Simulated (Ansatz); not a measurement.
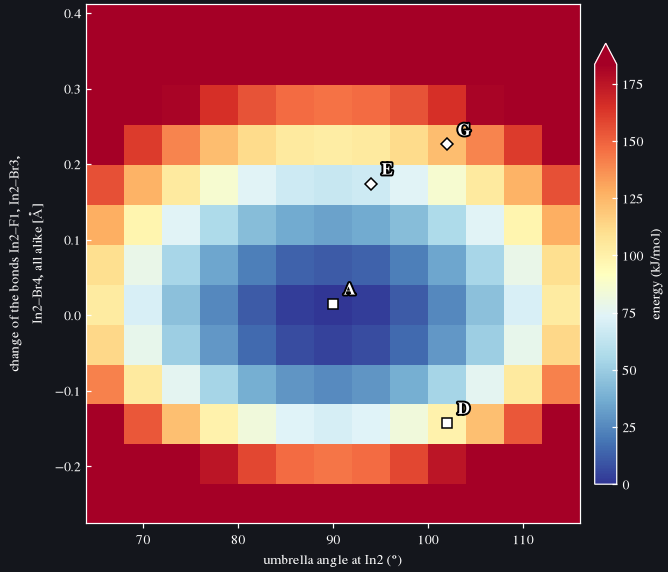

Br2FIn, SMILES [F][In]([Br])[Br]. The first coordinate is: umbrella angle at In2 (between each of its bonds and their common axis; 90 is planar); the second: change of the bonds In2–F1, In2–Br3, In2–Br4, all alike. Nothing is relaxed (all other coordinates rigid). Grid: 13 × 13 points; 91 points were computed and 78 follow by symmetry. Points are written as (first, second). Energies are in kJ/mol, from the lowest grid point. Level of theory: RHF/def2-TZVP in Ansatz 0.2.0.

Drawn: one coloured cell a grid point, one colour for all values above the top of the scale, lettered points.

**Is A the lowest point of the computed grid?**

Yes. A, at (90°, 0.015 Å), has the lowest energy of the grid.

**What kind of point is each of A, D, E, G: minimum, saddle, maximum or slope?**

A: minimum; D: on a slope; E: on a slope; G: on a slope. (In these two coordinates alone; a stationary point may lie a little off the grid point.)

**Rank the lettered points by energy, lowest first.**

A (0 kJ/mol), E (67 kJ/mol), D (99 kJ/mol), G (123 kJ/mol).
